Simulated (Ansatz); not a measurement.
# Strength of the C–B bond: B(CH3)2(SeH) → B(CH3)(SeH) + CH3

Gas-phase species: B(CH3)2(SeH), singlet; B(CH3)(SeH), doublet; CH3 (methyl radical) `[CH3]`, doublet. The bond broken is the one whose loss leaves B(CH3)(SeH) `C[B][SeH]`, relaxed to its own shape; its unpaired electron may spread away from that site.

Shapes, held fixed at every level: PBE0-D4/def2-TZVP. Flexible molecules stand in one conformer, not always the lowest. Programs: Ansatz 0.2.0. The zero-point and thermal change to 298 K, harmonic and unscaled (PBE0-D4/def2-TZVP), is -18.8 kJ/mol.

| level | kind | ΔH(298 K) (kJ/mol) | less CCSD(T)/def2-TZVPP |
| --- | --- | --- | --- |
| MP2/def2-SVP | perturbation theory | +431.3 | +8.5 |
| PBE-D4/def2-TZVPP | GGA | +419.0 | -3.8 |
| B3LYP-D4/def2-TZVPP | global hybrid | +412.0 | -10.8 |
| BHLYP-D4/def2-TZVPP | global hybrid | +408.9 | -13.9 |
| r2SCAN0-D4/def2-TZVPP | global hybrid | +397.0 | -25.8 |
| wB97M-V/def2-TZVPP | range-separated hybrid | +439.2 | +16.4 |
| CCSD/def2-TZVPP | coupled cluster or CI | +413.9 | -8.9 |
| CCSD(T)/def2-TZVPP | coupled cluster or CI | +422.8 | 0.0 |

The highest level, CCSD(T)/def2-TZVPP, gives ΔH(298 K) = +422.8 kJ/mol; the levels span +397.0 to +439.2. The column of differences is taken from that level and isn't an error. No measured value is set beside it here. Open shells run unrestricted. Relativity is left out for Se. Outer-core shells of Se are correlated, in sets that cover them unevenly.

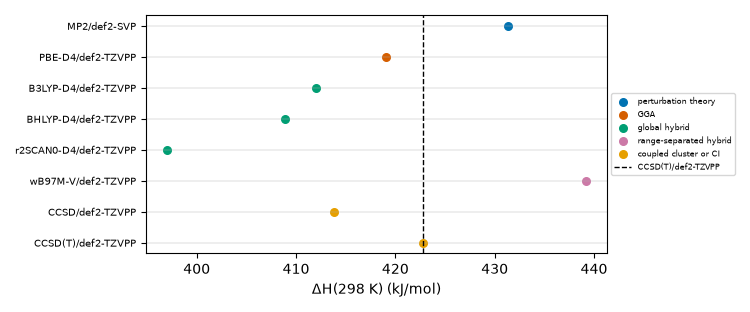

The values of the table, level by level.
